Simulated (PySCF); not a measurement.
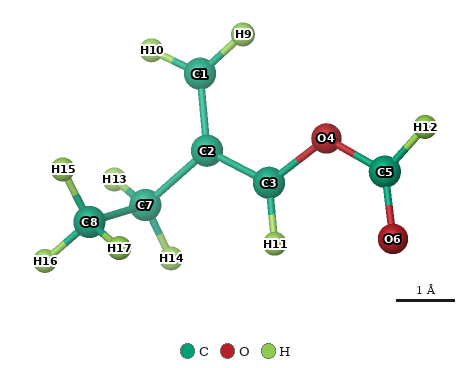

Figure 1. The structure (ball-and-stick view, seen at a tilt; atoms are numbered from 1 in the order of the input). Bond lengths as drawn: C–C 1.37 to 1.53 Å, C–H 1.07 to 1.10 Å and C–O 1.20 to 1.36 Å.

**C6H9O2: EPR calculation**

C6H9O2, multiplicity 2, computed with UKS B3LYP, pcH-1 on C H O, non-relativistic, mean-field spin-orbit, GIAO (PySCF 2.14.0).

It belongs to a series of runs on one base structure; here: H removed from sp3 C.

**Log**
```
UKS, coarse grid
  cycle   1  E = -384.29142837  |g| = 6.93e-01
  cycle   2  E = -383.77024786  |g| = 1.35e+00
  cycle   3  E = -384.45465975  |g| = 2.54e-01
  cycle   4  E = -384.47743338  |g| = 8.49e-02
  cycle   5  E = -384.47976933  |g| = 2.26e-02
  cycle   6  E = -384.48002864  |g| = 7.57e-03
  cycle   7  E = -384.48007208  |g| = 3.57e-03
  cycle   8  E = -384.48008618  |g| = 1.86e-03
  cycle   9  E = -384.48008893  |g| = 6.92e-04
UKS, final grid
  cycle   1  E = -384.48012938  |g| = 1.15e-03
  cycle   2  E = -384.48012799  |g| = 2.20e-03
  cycle   3  E = -384.48012994  |g| = 2.66e-04
  cycle   4  E = -384.48012996  |g| = 5.07e-05
  cycle   5  E = -384.48012997  |g| = 3.35e-05
  cycle   6  E = -384.48012997  |g| = 1.01e-05
E = -384.48012997 Eh   <S^2> = 0.7750 (exact 0.7500)
g shifts (ppm)      1          2          3
  rmc          -158       -158       -158
  gc              4         38         35
  oz_so           8        482       1135
  total        -146        361       1012
hyperfine (MHz)  atom isotope    a_iso     a_fc   dipolar eigenvalues
    0   13C      49.27      49.27    -47.12    -45.33     92.45
    1   13C     -46.79     -46.79    -28.10     11.40     16.71
    2   13C      62.87      62.87    -55.78    -52.72    108.50
    3   17O      -3.04      -3.04    -14.93      6.54      8.39
    4   13C       2.88       2.88     -3.39     -1.62      5.01
    5   17O      -1.96      -1.96    -10.65      4.95      5.71
    6   13C       4.40       4.40     -1.11      0.21      0.90
    7   13C     -11.43     -11.43     -1.56      0.38      1.19
    8    1H     -36.77     -36.77    -19.29     -1.59     20.88
    9    1H     -38.27     -38.27    -23.11     -0.19     23.30
   10    1H     -45.90     -45.90    -25.06     -0.82     25.87
   11    1H      -5.34      -5.34     -2.71     -1.77      4.48
   12    1H      -4.89      -4.89     -1.98     -1.29      3.27
   13    1H      -6.90      -6.90     -2.14     -1.64      3.78
   14    1H       2.07       2.07     -1.82     -0.74      2.57
   15    1H      -2.19      -2.19     -0.90     -0.38      1.28
   16    1H       3.20       3.20     -1.98     -1.45      3.43
```

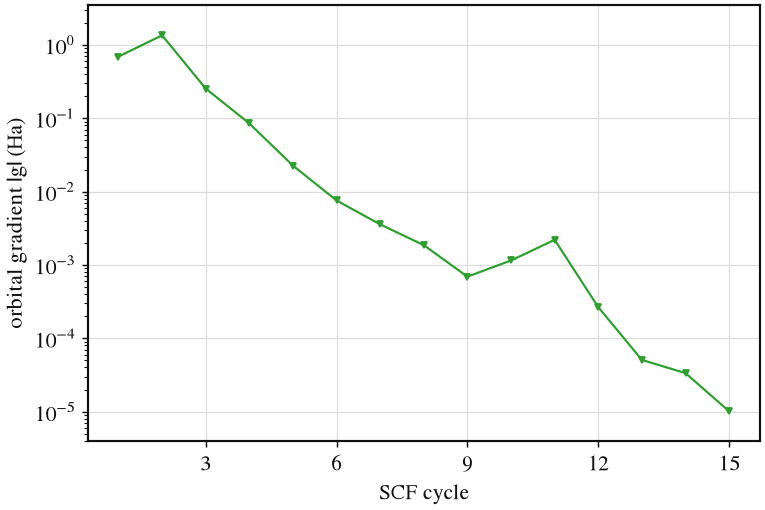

Figure 2. Convergence of the self-consistent field: orbital gradient |g| against the SCF cycle. All cycles printed in the log are drawn one after another.

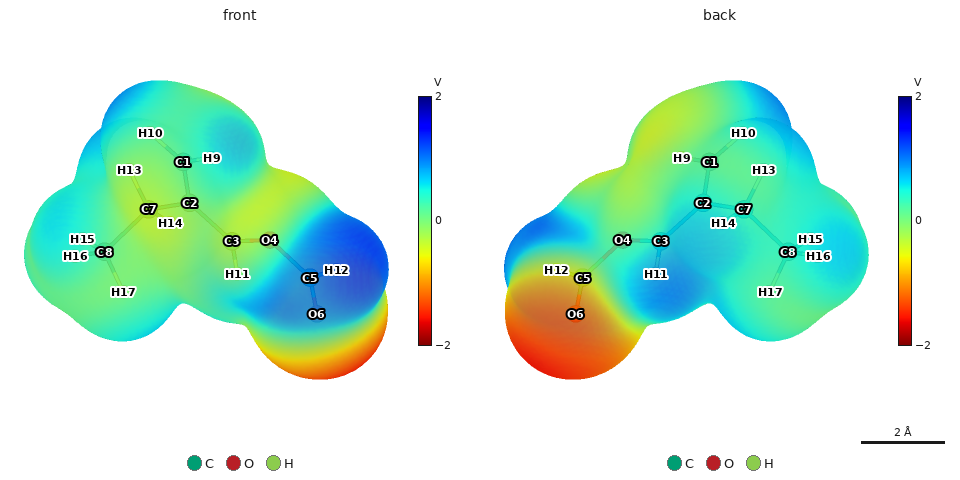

Figure 3. The electrostatic potential painted on the density surface at 0.002 e/bohr³, seen at a tilt and from behind; the colour scale runs from red (negative) to blue (positive).

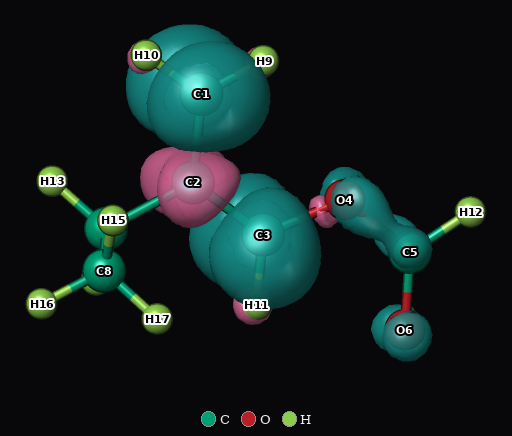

Figure 4. Isosurfaces of the spin density at +0.02 (teal) and −0.02 e/Å³ (pink), seen at a tilt. The unpaired spin (1 electron) lies mostly on C3 (about 0.4) and C1 (about 0.4), in electrons by Hirshfeld's partition.

The run was set up as follows.

**Input**
```
{"job": {"kind": "epr", "basis": "pcH-1"}, "charge": 0, "multiplicity": 2}
C      0.025189     1.859727     0.510856
C     -0.117993     0.632929    -0.072763
C      0.926208    -0.281752    -0.162583
O      2.159775     0.005036     0.335373
C      3.132615    -0.898979     0.223303
O      3.044237    -1.981546    -0.285452
C     -1.454063     0.190686    -0.614649
C     -2.209707    -0.634911     0.426540
H      0.966657     2.171019     0.924950
H     -0.798319     2.547262     0.569347
H      0.815607    -1.250707    -0.628924
H      4.045977    -0.489589     0.680527
H     -2.044762     1.068109    -0.878698
H     -1.309002    -0.408062    -1.514916
H     -2.375339    -0.048109     1.326974
H     -3.174309    -0.948122     0.034800
H     -1.639769    -1.520961     0.695241
```

The first line tells a small driver script what to run in PySCF; the rest is the geometry in Å.

Command:
```bash
OMP_NUM_THREADS=1 python <driver script> task.json out
```

**Summary**

```tsv
quantity	value
outcome	converged
total energy	−384.480130 hartree
⟨S²⟩	0.775
isotropic g	2.0027
hardware	1 CPU thread, shared host
wall time	70 s
peak memory	0.97 GiB
```
